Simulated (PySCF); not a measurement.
# Cl$_{2}$H$_{2}$Sn, SMILES `Cl[SnH2]Cl`: electronic structure

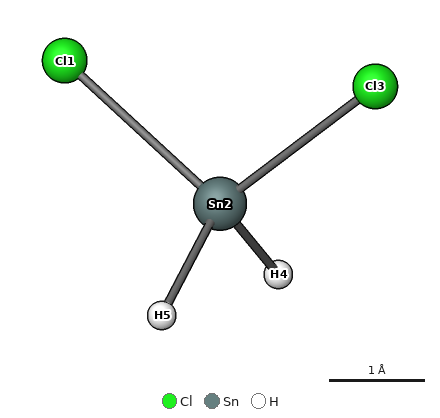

The molecule, with its atoms numbered as below. No frequency check shows the geometry to be a minimum.

Coordinates in Å:

```
Cl1      1.8181    0.8639    0.0000
Sn2     -0.0000   -0.5274    0.0000
Cl3     -1.8180    0.8640    0.0000
H4       0.0001   -1.5023    1.4031
H5      -0.0001   -1.5023   -1.4031
```

## 1. Bonding charge

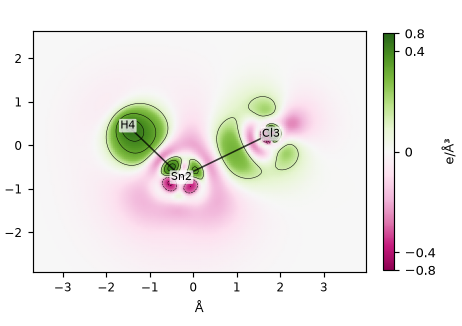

Deformation density (molecule less spherical, spin-averaged free atoms) in the plane of Sn2, Cl3 and H4; colour scale in e/Å³, logarithmic beyond ±0.1; green: gain, pink: loss.

Method: ωB97X/def2-TZVP; geometry: GFN2-xTB; program: PySCF. Core potentials replace the inner electrons of Sn; spin–orbit coupling isn't included.

How much density has each bond in this plane gained at its critical point, relative to the free atoms?

Answer. Sn2–H4: +0.24 e/Å³ at the bond critical point (bond length 1.71 Å, Mayer order 0.9). Sn2–Cl3: +0.07 e/Å³ at the bond critical point (bond length 2.29 Å, Mayer order 1.0). In all, 1.2 electrons gather in the regions of gain relative to the promolecule. A small or negative value marks a very polar bond, one between electron-rich atoms, whose free-atom densities already overlap strongly, a long bond to a heavier atom, or a closed-shell contact such as a hydrogen bond.

## 2. Bond critical points

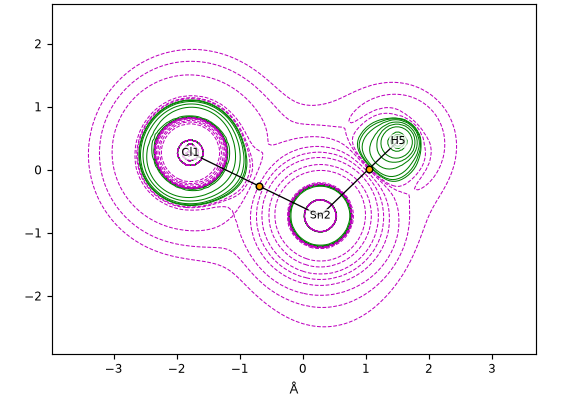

Negative Laplacian of the density (−∇²ρ) in the plane of Cl1, Sn2 and H5 (solid green lines positive, dashed magenta lines negative, contours at ±0.02 to ±8 a.u.), with bond paths and bond critical points (dots).

Sort the bonds in the plane by the sign of ∇²ρ at their critical points.

Answer. At none is it concentrated. Depleted (∇²ρ > 0): Sn2–H5 (+0.06 a.u., H = −0.060); Cl1–Sn2 (+0.21 a.u., H = −0.035).

Where along Sn2–H5 does the critical point lie?

Answer. 1.07 Å from Sn2 and 0.64 Å from H5.

## 3. Electrostatic potential

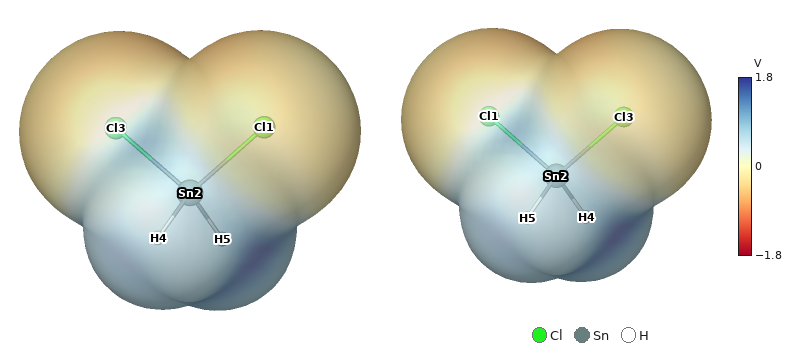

Electrostatic potential on the surface of electron density 0.001 a.u. (back view left, front view right).

Where are the extremes of the potential on the surface?

Answer. Highest: 1.75 V, off the Sn2–H4 bond (2.1 to 2.2 Å from its atoms), and at like points elsewhere. Further maxima include 1.17 V, off the Sn2–H5 bond (2.1 to 2.2 Å from its atoms), and at like points elsewhere; −0.13 V, 2.0 Å from Cl3. Lowest: −0.54 V, 2.1 Å from Cl1, and at like points elsewhere. Further minima include 0.45 V, 1.5 Å from H5, and at like points elsewhere. The surface is sampled at points, so like sites can differ by a few per cent and only the strongest of them is named.

## 4. In an electric field

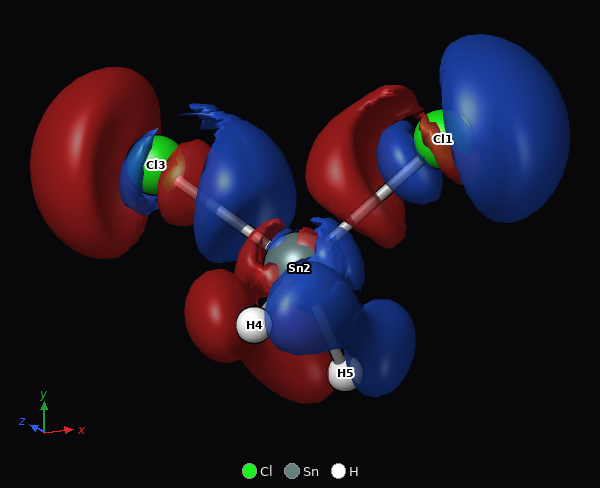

Change of the electron density in a uniform field of 0.21 V/Å, surfaces at ±0.002 e/Å³ (blue: gain, red: loss).

Level of theory: ωB97X/def2-TZVP (PySCF), at a geometry from GFN2-xTB. Core potentials replace the inner electrons of Sn; spin–orbit coupling isn't included. A basis without diffuse functions makes polarisabilities too small.

The field was applied in both directions; the picture shows the one opposite to the script's first.

Along which Cartesian direction does the field point?

Answer. Along −x: electrons gather on the +x side, against the field.

How large is the response?

Answer. The induced dipole is 0.69 D (along the field); α along this axis, from the fields in both directions, is 67 bohr³ (10.0 Å³).

## 5. Removing or adding an electron

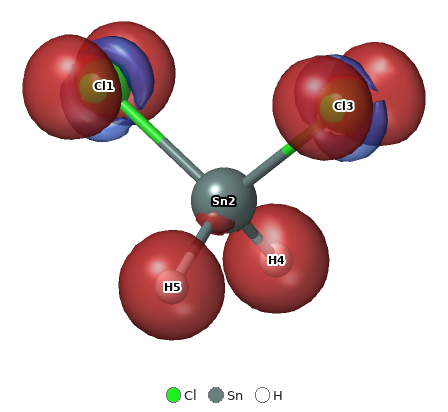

Fukui function f⁻ = ρ(N) − ρ(N−1) at fixed geometry, surfaces at ±0.03 e/Å³ (red positive, blue negative).

Level of theory: ωB97X/def2-TZVP (PySCF), at a geometry from GFN2-xTB. Core potentials replace the inner electrons of Sn; spin–orbit coupling isn't included.

Which atoms respond most to the removal of an electron?

Answer. f⁻ (Hirshfeld-condensed) is largest on Cl1 and Cl3 (0.27 each) and Sn2 (0.17); the vertical ionisation energy is 11.47 eV (the stability of the cation's solution wasn't checked). Condensed values hint at sites of electrophilic attack but needn't mark the atom that reacts. Orbital relaxation makes it negative in places (0.08 e in all).
